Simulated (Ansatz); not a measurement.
## What NaVS3 (model cell, started as cubic perovskite with V in the octahedra) distorts into

Which phase does NaVS3 (model cell, started as cubic perovskite with V in the octahedra) fall into along its unstable mode, and how much energy does it gain?

Calculated with Ansatz 0.2.0; DFT PBEsol, scalar-relativistic, plane waves, PAW; PAW set soft_1.

The structure was built from a prototype and need not be the compound's stable phase.

## (1) The structure

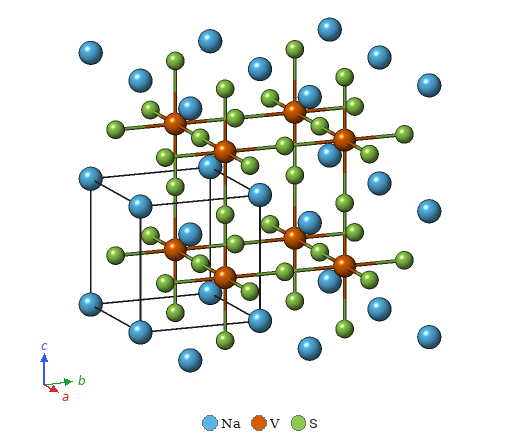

The cell as given, slightly off an axis (sodium blue, vanadium orange, sulfur green). 2×2×2 cells are drawn. Some periodic images of atoms are drawn too.

## (2) Response at finite wavevector

The cell comes from relaxations at this level that are not shown. Stability and thermal properties need the whole zone. Linear response on a 4×4×4 q mesh gives force constants as far as a supercell of that size would.

input.yaml reads:

```yaml
crystal:
  lattice:
    - [4.5683033595, 0.0, 0.0]
    - [0.0, 4.5683033595, 0.0]
    - [0.0, 0.0, 4.5683033595]
  atoms:
    - { symbol: Na, position: [0.0, 0.0, 0.0] }
    - { symbol: V, position: [0.5, 0.5, 0.5] }
    - { symbol: S, position: [0.5, 0.5, 0.0] }
    - { symbol: S, position: [0.5, 0.0, 0.5] }
    - { symbol: S, position: [0.0, 0.5, 0.5] }
kpoints:
  mp_grid: { grid: [8, 8, 8] }
hamiltonian:
  xc: pbesol
  pseudopotentials: { kind: paw, azcp: { folder: soft_1 }, xc_functional: pbe }
scf:
  occupations: { method: methfessel_paxton, width: 0.2 }
output:
  eigenvalues: true
phonons:
  method: dfpt
  qmesh: [4, 4, 4]
  temperatures: { t_max: 1000, t_step: 50 }
  qpath:
    path:
      - [[0.0, 0.0, 0.0], [0.0, 0.5, 0.0], [0.5, 0.5, 0.0], [0.0, 0.0, 0.0], [0.5, 0.5, 0.5], [0.0, 0.5, 0.0]]
      - [[0.5, 0.5, 0.5], [0.5, 0.5, 0.0]]
    npoints: 10
```

Run with:

```console
$ ansatz run input.yaml --threads 8 --pin off --max-ram 16384MiB --backend cpu --events-out ev --progress --plain --runs-dir out
```

Numbers of over 12 decimals in the logs are rounded to 6 here.

The program printed:

```text
Engine: ansatz 0.2.0, aarch64-unknown-linux-gnu
Pseudopotentials: kind: paw
Pseudopotential: Na, paw, valence charge 9, recommended cutoff 420 eV (normal), soft_1/Na.paw.azcp
Pseudopotential: V, paw, valence charge 13, recommended cutoff 420 eV (normal), soft_1/V.paw.azcp
Pseudopotential: S, paw, valence charge 6, recommended cutoff 420 eV (normal), soft_1/S.paw.azcp
Functional definition: PBEsol
  exchange = pbesol_x
  correlation = pbesol_c
Crystal: 5 atoms, lattice volume = 95.338 Å³
Basis set: ecut = 420 eV, 1863 PW (Γ), exchange–correlation on 64×64×64 points (8 copies of the dense FFT grid, shifted against one another)
Bands: 25, of which v1, the nominal top of the filled ones, is band 20 counted from 1 (19 counted from 0)
Symmetry: 48 space group operations
k-points: 35 of 512
Non-local potential: Na, projectors of the file, l = 0: 3, l = 1: 2, l = 2: 1
Non-local potential: V, projectors of the file, l = 0: 3, l = 1: 2, l = 2: 3, l = 3: 1
Non-local potential: S, projectors of the file, l = 0: 2, l = 1: 2, l = 2: 1
PAW form: soft (Blöchl's): semilocal exchange-correlation on the pseudo side does not see the compensation charge
PAW frozen core: Na, regenerated for the run's functional, and the local potential with it (the file was generated under x = pbe(κ = 0.804, μ = 0.219515), c = pbe(β = 0.066725))
PAW frozen core: V, regenerated for the run's functional, and the local potential with it (the file was generated under x = pbe(κ = 0.804, μ = 0.219515), c = pbe(β = 0.066725))
PAW frozen core: S, regenerated for the run's functional, and the local potential with it (the file was generated under x = pbe(κ = 0.804, μ = 0.219515), c = pbe(β = 0.066725))
PAW one-centre angular grid: Na, 110 points (default); XC on 64 Gauss nodes
PAW one-centre angular grid: V, 590 points (default); XC on 64 Gauss nodes
PAW one-centre angular grid: S, 110 points (default); XC on 64 Gauss nodes
Initial density: superposition of atomic densities (chi_scale 0.1, normalization cell, long waves kept (reshape's long-wave potential 0.00 eV rms))
Initial wavefunctions: pseudopotential atomic-orbital guess
Functional: x = pbesol(κ = 0.804, μ = 0.123457), c = pbesol(β = 0.046)
SCF iter   1: F=—  HF=-7020.489549 eV  |F-HF|=—  |Δ(HF+E_count)|=         —  Δρ=9.27e-2  dr2=1.33e1  ethr=3.10e-3  ⟨swp⟩=7.5  Hψ=9583  notcnv=0
automatic band count: the SCF goes on with 30 bands, as 25 were too few: the levels above may hold too much charge
preconditioner: auto → Kerker (q_TF=auto, 2.361 Å⁻¹)  [metal: Δε(μ)=0.045 eV  Ē_g=9.389 eV  σ=0.200 eV  W_gap=0.19  n_scr=18 (ndim 8)  ℏωp=18.6 eV  f_vac=0.000  D(μ)=3.70/eV (n_scr^D=26)]
SCF iter   2: F=—  HF=-7019.586115 eV  |F-HF|=—  |Δ(HF+E_count)|=   9.03e-1  S|Δr|=    0.00e0  Δρ=5.02e-2  dr2=4.40e0  ethr=3.10e-3  ⟨swp⟩=2.0  Hψ=2117  notcnv=0  defer=51
SCF iter   3: F=—  HF=-7019.160045 eV  |F-HF|=—  |Δ(HF+E_count)|=   4.26e-1  S|Δr|=    0.00e0  Δρ=1.07e-2  dr2=2.01e-1  ethr=3.10e-3  ⟨swp⟩=2.2  Hψ=1330  notcnv=0  defer=51
SCF iter   4: F=—  HF=-7019.150884 eV  |F-HF|=—  |Δ(HF+E_count)|=   9.16e-3  S|Δr|=    0.00e0  Δρ=2.75e-3  dr2=5.02e-3  ethr=5.03e-4  ⟨swp⟩=1.0  Hψ=1322  notcnv=0  defer=63
SCF iter   5: F=—  HF=-7019.152542 eV  |F-HF|=—  |Δ(HF+E_count)|=   1.66e-3  S|Δr|=    0.00e0  Δρ=6.26e-4  dr2=7.25e-4  ethr=1.26e-5  ⟨swp⟩=2.6  Hψ=1420  notcnv=0  defer=63
SCF iter   6: F=—  HF=-7019.152671 eV  |F-HF|=—  |Δ(HF+E_count)|=   1.29e-4  S|Δr|=    0.00e0  Δρ=4.10e-4  dr2=2.48e-4  ethr=1.81e-6  ⟨swp⟩=2.1  Hψ=1650  notcnv=0  defer=63
SCF iter   7: F=—  HF=-7019.152656 eV  |F-HF|=—  |Δ(HF+E_count)|=   1.41e-5  S|Δr|=    0.00e0  Δρ=9.44e-5  dr2=2.12e-5  ethr=6.19e-7  ⟨swp⟩=2.2  Hψ=1328  notcnv=0  defer=63
SCF iter   8: F=—  HF=-7019.152649 eV  |F-HF|=—  |Δ(HF+E_count)|=   7.37e-6  S|Δr|=    0.00e0  Δρ=3.96e-5  dr2=3.49e-6  ethr=5.30e-8  ⟨swp⟩=2.1  Hψ=1464  notcnv=0  defer=63
SCF iter   9: F=—  HF=-7019.152650 eV  |F-HF|=—  |Δ(HF+E_count)|=   1.35e-6  S|Δr|=    0.00e0  Δρ=1.69e-5  dr2=4.00e-7  ethr=8.74e-9  ⟨swp⟩=2.5  Hψ=1510  notcnv=0  defer=63
SCF iter  10: F=—  HF=-7019.152650 eV  |F-HF|=—  |Δ(HF+E_count)|=   3.43e-8  S|Δr|=    0.00e0  Δρ=2.79e-6  dr2=8.46e-9  ethr=9.99e-10  ⟨swp⟩=2.5  Hψ=1529  notcnv=0  defer=63
SCF iter  11: F=—  HF=-7019.152650 eV  |F-HF|=—  |Δ(HF+E_count)|=   1.26e-9  S|Δr|=    0.00e0  Δρ=5.96e-7  dr2=4.58e-10  ethr=2.12e-11  ⟨swp⟩=2.3  Hψ=1512  notcnv=0  defer=63
SCF iter  12: F=—  HF=-7019.152650 eV  |F-HF|=—  |Δ(HF+E_count)|=  1.53e-10  S|Δr|=    0.00e0  Δρ=1.30e-7  dr2=1.14e-11  ethr=1.15e-12  ⟨swp⟩=2.2  Hψ=1504  notcnv=0  defer=63
SCF iter  13: F=-7019.152650 eV  HF=-7019.152650 eV  |F-HF|=1.82e-12  |Δ(HF+E_count)|=    0.00e0  S|Δr|=    0.00e0  Δρ=3.40e-8  dr2=1.42e-12  ethr=1.00e-12  ⟨swp⟩=13.5  Hψ=5859  notcnv=0
SCF 1 converged in 13 iterations: F = -7019.152650 eV  dr2 = 1.42e-12
  greatest PAW one-centre occupation: 1.000 electrons in one spin orbital (limit 2), on the V atom at site 1 (counted from 0), in its partial waves of l = 0
Initial density: read from a saved state, or passed on in memory by an earlier SCF of this step, an earlier step, the calling program or the single point that the run made first
iter 1 solved again at ethr=1.91e-6 eV; its pass at ethr=3.10e-3 eV (dr2=7.65e-4 eV) is discarded
SCF iter   1: F=—  HF=-7019.152645 eV  |F-HF|=—  |Δ(HF+E_count)|=         —  Δρ=1.66e-6  dr2=4.53e-9  ethr=1.91e-6  ⟨swp⟩=3.1  Hψ=6451  notcnv=0
eigensolver tolerance schedule: the retry pair's looser diagonalisation over-reported the residual by 169002.16 of it (diagonalisation noise at an unbounded share of the residual, at the tolerance the schedule requests for it); recorded, not acted on — ethr = c·dr2/N_el stays at c = 1.0e-1
preconditioner: auto → Kerker (q_TF=auto, 2.361 Å⁻¹)  [metal: Δε(μ)=0.028 eV  Ē_g=6.813 eV  σ=0.200 eV  W_gap=0.12  n_scr=18 (ndim 8)  ℏωp=18.6 eV  f_vac=0.000  D(μ)=4.41/eV (n_scr^D=32)]
SCF iter   2: F=—  HF=-7019.152650 eV  |F-HF|=—  |Δ(HF+E_count)|=   5.04e-6  S|Δr|=    0.00e0  Δρ=8.41e-7  dr2=1.08e-9  ethr=1.13e-11  ⟨swp⟩=4.4  Hψ=2710  notcnv=0
SCF iter   3: F=—  HF=-7019.152650 eV  |F-HF|=—  |Δ(HF+E_count)|=  5.09e-11  S|Δr|=    0.00e0  Δρ=5.33e-7  dr2=4.46e-10  ethr=2.69e-12  ⟨swp⟩=1.0  Hψ=875  notcnv=0
SCF iter   4: F=—  HF=-7019.152650 eV  |F-HF|=—  |Δ(HF+E_count)|=  2.27e-11  S|Δr|=    0.00e0  Δρ=2.48e-7  dr2=1.00e-10  ethr=1.12e-12  ⟨swp⟩=1.0  Hψ=875  notcnv=0
SCF iter   5: F=—  HF=-7019.152650 eV  |F-HF|=—  |Δ(HF+E_count)|=  2.73e-12  S|Δr|=    0.00e0  Δρ=1.53e-7  dr2=3.88e-11  ethr=1.00e-12  ⟨swp⟩=1.0  Hψ=875  notcnv=0
SCF iter   6: F=-7019.152650 eV  HF=-7019.152650 eV  |F-HF|=1.00e-11  |Δ(HF+E_count)|=  1.82e-12  S|Δr|=    0.00e0  Δρ=7.67e-8  dr2=9.91e-12  ethr=1.00e-12  ⟨swp⟩=2.0  Hψ=2040  notcnv=0
SCF 2 converged in 6 iterations: F = -7019.152650 eV  dr2 = 9.91e-12
phonons: the bands overlap, so this run is a metal and interpolates without the dipole-dipole term. If the crystal is really an insulator or semiconductor, its LO-TO splitting is missing
NSCF: frozen V_eff on 35 k-points
NSCF: frozen V_eff on 125 k-points
DFPT response loops at q = (0, 0, 0) (fractional): preconditioner auto → Kerker (q_TF=auto, 2.361 Å⁻¹) (partly filled bands, converged f_vac=0.000); β = 1.00, the filter's whole step (`scf.mixing.beta` (0.50) is not read by the response loops under this deck's `scf.mixing.preconditioner`; to damp them name `kerker` or `kerker_dos`, under which they read `scf.mixing.beta`, and type it under 1.00, their step now; both keys bind the ground state too); Broyden in place of MSR1
NSCF: frozen V_eff on 400 k-points
DFPT response loops at q = (0, 0, 0.25) (fractional): mixed as the last ones told, above
NSCF: frozen V_eff on 250 k-points
DFPT response loops at q = (0, 0, -0.5) (fractional): mixed as the last ones told, above
NSCF: frozen V_eff on 640 k-points
DFPT response loops at q = (0, 0.25, 0.25) (fractional): mixed as the last ones told, above
NSCF: frozen V_eff on 400 k-points
DFPT response loops at q = (0, 0.25, -0.5) (fractional): mixed as the last ones told, above
NSCF: frozen V_eff on 250 k-points
DFPT response loops at q = (0, -0.5, -0.5) (fractional): mixed as the last ones told, above
NSCF: frozen V_eff on 1024 k-points
DFPT response loops at q = (0.25, 0.25, 0.25) (fractional): mixed as the last ones told, above
NSCF: frozen V_eff on 640 k-points
DFPT response loops at q = (0.25, 0.25, -0.5) (fractional): mixed as the last ones told, above
NSCF: frozen V_eff on 400 k-points
DFPT response loops at q = (0.25, -0.5, -0.5) (fractional): mixed as the last ones told, above
NSCF: frozen V_eff on 250 k-points
DFPT response loops at q = (-0.5, -0.5, -0.5) (fractional): mixed as the last ones told, above
SCF converged after 13 iterations
Stability not checked: this state was not tested for a lower state beside it, because cold or Methfessel-Paxton smearing, or corrected tetrahedra, fill the levels in a way that the test cannot read (fill_not_monotonic; see scf.lower_state_search)
Free energy (F): -7019.152650 eV
Harris-Foulkes:  -7019.152650 eV  (|F-HF|=1.82e-12)
Internal energy: -7019.133839 eV  (E = F + TS)
E sigma→0 (E₀):  -7019.147947 eV
Entropy (-TS):   -0.018811 eV (-3.762 meV/atom)
Fermi energy:    6.797362 eV
--- Per-component energies (eV) ---
  E_band       = -464.676652
  E_kinetic    = 726.210368
  E_local      = -3469.172931  (includes V_loc(G=0)·N_el)
  E_nonlocal   = 463.830013
  E_hartree    = 1295.964323
  E_xc         = -414.792694
  E_vxc        = -440.079341  (∫ρ·V_xc dr)
  E_paw        = -3158.430862  (= ΣΔE_a)
  E_vpaw       = -337.394422  (= ΣTr[D̂ρ^β])
  E_aug_tail   = 0.000968  (compensation charges beyond the density's cutoff)
  E_ewald      = -2463.133246
  E_core_change = 0.390221  (= ΣΔE_core)
  E_smearing   = -0.018811  (= −TS)
  E_closure    = -0.000000  (closes the sum)
  Σ components = -7019.152650   (vs F -7019.152650, Δ=0.00e0)
--- Band table (eV; the first three rows and the last of 35) ---
  k-point 0: bands = [... 16 lower, 5.5777, 5.8073, 5.8073, 5.8073, 6.4683, 6.4683, 6.4683, 7.2942, ... 6 higher]
  k-point 1: bands = [... 16 lower, 5.4653, 5.7831, 5.8131, 6.0719, 6.0719, 6.7741, 6.7741, 7.3022, ... 6 higher]
  k-point 2: bands = [... 16 lower, 4.8642, 5.2177, 5.8275, 6.1460, 6.1460, 7.3169, 7.3525, 7.3525, ... 6 higher]
  k-point 34: bands = [... 16 lower, 2.4703, 7.2308, 7.2308, 7.2308, 7.8696, 7.8696, 7.8696, 9.4206, ... 6 higher]
--- Phonons (Γ-DFPT): 4 representative perturbations + reference (Σ response iterations 12) ---
  ASR residual: 2.475e-5 → 0.000e0 eV/Å²; symmetrization residual: 5.283e-6 eV/Å²
  ASR residual per site (eV/Å²): 2.22e-5 2.47e-5 1.53e-5 1.53e-5 1.53e-5
  Γ frequencies (cm⁻¹): -93.33 -93.33 -93.33 0.00 0.00 0.00 72.22 72.22 72.22 87.93 87.93 87.93 352.07 352.07 352.07
--- Phonons (arbitrary-q DFPT): 10 irreducible q on the 4×4×4 mesh ---
  q = [0.0000, 0.0000, 0.0000] (star 1, of the zone-centre solve; hermiticity 9.34e-7, symmetrization 2.17e-12): -93.33 -93.33 -93.33 -0.00 0.00 0.00 72.22 72.22 72.22 87.93 87.93 87.93 352.07 352.07 352.07
  q = [0.0000, 0.0000, 0.2500] (star 6, 9 solved perturbations in 1560 linear systems a pass and spin channel, the states on 200 of 512 k-point pairs; hermiticity 1.32e-6, symmetrization 2.50e-12): -165.28 -86.69 -86.69 38.54 38.54 69.03 71.34 71.34 74.49 113.59 125.30 125.30 346.63 346.63 355.56
  q = [0.0000, 0.0000, -0.5000] (star 3, 9 solved perturbations in 975 linear systems a pass and spin channel, the states on 125 of 512 k-point pairs; hermiticity 4.35e-7, symmetrization 4.37e-8): -97.55 -97.55 54.37 54.37 64.52 64.52 75.46 108.60 137.57 156.78 156.78 188.68 336.91 336.91 380.77
  q = [0.0000, 0.2500, 0.2500] (star 12, 9 solved perturbations in 2460 linear systems a pass and spin channel, the states on 320 of 512 k-point pairs; hermiticity 9.52e-7, symmetrization 4.83e-14): -149.20 -126.49 -87.02 26.84 59.53 61.84 67.82 107.62 108.11 113.07 130.86 172.14 333.66 340.89 376.18
  q = [0.0000, 0.2500, -0.5000] (star 12, 15 solved perturbations on 200 of 512 k-point pairs; hermiticity 1.03e-6, symmetrization 5.72e-8): -140.26 -99.61 -21.45 58.34 62.62 64.85 115.89 117.65 125.95 155.89 191.97 204.99 292.71 330.68 401.05
  q = [0.0000, -0.5000, -0.5000] (star 3, 9 solved perturbations in 975 linear systems a pass and spin channel, the states on 125 of 512 k-point pairs; hermiticity 1.42e-6, symmetrization 3.26e-8): -111.41 -76.15 50.39 50.39 65.47 72.16 125.91 125.91 154.55 154.55 185.47 185.47 227.95 319.91 418.63
  q = [0.2500, 0.2500, 0.2500] (star 8, 4 solved perturbations in 1376 linear systems a pass and spin channel, the states on 512 of 512 k-point pairs; hermiticity 9.22e-7, symmetrization 1.21e-12): -104.66 -104.66 -82.93 29.48 51.25 51.25 84.05 85.91 85.91 170.94 170.94 173.93 333.51 333.51 396.66
  q = [0.2500, 0.2500, -0.5000] (star 12, 9 solved perturbations in 2460 linear systems a pass and spin channel, the states on 320 of 512 k-point pairs; hermiticity 1.18e-6, symmetrization 3.70e-8): -92.40 -89.32 -34.55 21.67 67.85 68.09 74.13 77.73 170.55 193.60 200.76 207.57 266.01 316.21 421.85
  q = [0.2500, -0.5000, -0.5000] (star 6, 9 solved perturbations in 1560 linear systems a pass and spin channel, the states on 200 of 512 k-point pairs; hermiticity 1.40e-6, symmetrization 1.32e-7): -102.87 -76.51 -51.96 -11.26 -11.26 63.29 63.29 67.98 184.65 184.65 202.65 202.65 227.77 270.96 441.32
  q = [-0.5000, -0.5000, -0.5000] (star 1, 4 solved perturbations in 350 linear systems a pass and spin channel, the states on 125 of 512 k-point pairs; hermiticity 1.69e-6, symmetrization 1.10e-8): -216.15 -216.15 -76.54 -76.54 -76.54 70.35 70.35 70.35 168.84 168.84 168.84 226.38 226.38 226.38 453.55
  sum rule: each row above includes the acoustic sum rule's correction from the zone centre's row sums; it moved no ω² by more than (0.51 cm⁻¹)²
  mesh force constants: q→R imaginary residual 3.27e-19; ASR residual 2.475e-5 → 0.000e0 eV/Å²; symmetrization residual 5.329e-15 eV/Å²
  interpolated dispersion: 62 rows × 15 modes
  density of states and harmonic sums: on the 16×16×16 q-mesh, interpolated from the force constants of a 4×4×4 supercell (no non-analytic term)
  largest difference from the sums on the solved wave vectors: F 5.95e-2 eV, S 8.52e-5 and C_V 2.72e-5 eV/K
  zero-point energy: 0.123979 eV/cell   skipped modes (ω ≤ 0): 486, of them read as no rigid motion or as one in doubt: 483 (2.872e0 modes/cell left out, lowest -216.15 cm⁻¹)   left out of the sums: 1.91e-1 of the cell's modes: C_V's classical limit lies that fraction below 3 k_B per atom; for a crystal, a wire or a layer, F and S can be off by more, and a phonons.interpolated_qmesh denser along its periods is the remedy for the sampling
```

It took 6.3 min on 8 threads of Arm Neoverse V2, shared host; peak memory 3.1 GiB.

Numbers from this step:

```
volume per atom                                         : 19.07 Å³
gap on the k-mesh                                       : 0 eV
sum-rule residual before enforcement                    : 2.47e-5 eV/Å²
lowest frequency on the path                            : -216.2 cm⁻¹
point group                                             : m-3m
highest frequency on the path or at a solved wavevector : 453.7 cm⁻¹
highest optical mode at the zone centre (no LO-TO term) : 352.1 cm⁻¹
lowest optical zone-centre mode                         : -93.33 cm⁻¹
lowest mode on the q mesh (acoustic modes at Γ apart)   : -216.2 cm⁻¹
```

Frequencies (cm⁻¹) solved at each irreducible wavevector; negative means imaginary. Frequencies by wavevector, by row:

| q in reciprocal lattice units | star | mode 1 | mode 2 | mode 3 | mode 4 | mode 13 | mode 14 | mode 15 |
| --- | --- | --- | --- | --- | --- | --- | --- | --- |
| 0 0 0 | 1 | -93.3 | -93.3 | -93.3 | 0 | 352.1 | 352.1 | 352.1 |
| 0 0 0.25 | 6 | -165.3 | -86.7 | -86.7 | 38.5 | 346.6 | 346.6 | 355.6 |
| 0 0 -0.5 | 3 | -97.5 | -97.5 | 54.4 | 54.4 | 336.9 | 336.9 | 380.8 |
| 0 0.25 0.25 | 12 | -149.2 | -126.5 | -87 | 26.8 | 333.7 | 340.9 | 376.2 |
| 0 0.25 -0.5 | 12 | -140.3 | -99.6 | -21.4 | 58.3 | 292.7 | 330.7 | 401.1 |
| 0 -0.5 -0.5 | 3 | -111.4 | -76.2 | 50.4 | 50.4 | 227.9 | 319.9 | 418.6 |
| 0.25 0.25 0.25 | 8 | -104.7 | -104.7 | -82.9 | 29.5 | 333.5 | 333.5 | 396.7 |
| 0.25 0.25 -0.5 | 12 | -92.4 | -89.3 | -34.5 | 21.7 | 266 | 316.2 | 421.9 |
| 0.25 -0.5 -0.5 | 6 | -102.9 | -76.5 | -52 | -11.3 | 227.8 | 271 | 441.3 |
| -0.5 -0.5 -0.5 | 1 | -216.2 | -216.2 | -76.5 | -76.5 | 226.4 | 226.4 | 453.6 |

Interpolated from a 4×4×4 q mesh. The phonon branches at the labelled points (cm⁻¹):

| point | branch 1 | branch 2 | branch 3 | branch 4 | branch 12 | branch 13 | branch 14 | branch 15 |
| --- | --- | --- | --- | --- | --- | --- | --- | --- |
| Γ | -93 | -93 | -93 | 0 | 88 | 352 | 352 | 352 |
| X | -98 | -98 | 54 | 54 | 189 | 337 | 337 | 381 |
| M | -111 | -76 | 50 | 50 | 186 | 228 | 320 | 419 |
| Γ | -93 | -93 | -93 | 0 | 88 | 352 | 352 | 352 |
| R | -216 | -216 | -76 | -76 | 226 | 226 | 226 | 454 |
| X | -98 | -98 | 54 | 54 | 189 | 337 | 337 | 381 |
| jump to R | -216 | -216 | -76 | -76 | 226 | 226 | 226 | 454 |
| M | -111 | -76 | 50 | 50 | 186 | 228 | 320 | 419 |

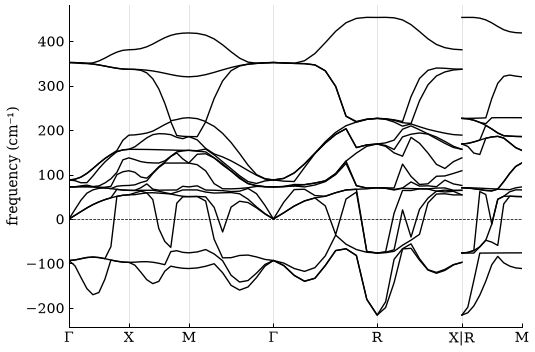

Phonon branches along the path.

Symmetry leaves 10 wavevectors to solve. The lowest mode among them, the acoustic zeros apart, lies at q = (-0.5, -0.5, -0.5) and is imaginary, 216.2i cm⁻¹, so the energy falls along it.

(Part 1 of 3 ends here.)

[Logs are printed without paths, hosts, clocks, repeated set-up lines and the standing remarks that a program may print on its own settings, such as how far it seeks lower states.]

[Hosts, paths, dates, database ids (printed as entryN), source tags and the programs' standing remarks are cut or masked in the printed files.]
